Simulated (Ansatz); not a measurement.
Consider Cl2GaH.

```xyz
4

Ga    0.3171    0.0000    0.3850
H     0.0913    0.0000    1.9139
Cl    2.2753    0.0000   -0.4876
Cl   -1.3061    0.0000   -1.0161
```

These are results of RKS B3LYP-D4/def2-TZVP (Ansatz 0.2.0), not measurements.

**What will maps of the electron density and electron localisation function show?**

Ga–Cl (2.14 Å): ρ is about 0.72 e/Å³ halfway; the ELF peaks at about 0.85 in the valence shell of Cl, 0.8 Å from its nucleus, and is about 0.60 at the midpoint.
Ga–H (1.55 Å): ρ is about 1.1 e/Å³ halfway; the ELF climbs to about 1 towards the hydrogen.

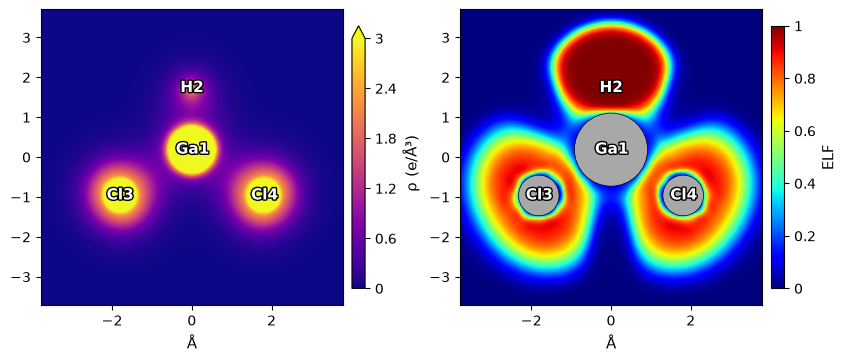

Computed electron density and electron localisation function on the molecular plane, in this order. Grey discs cover the atomic cores in the ELF map. 
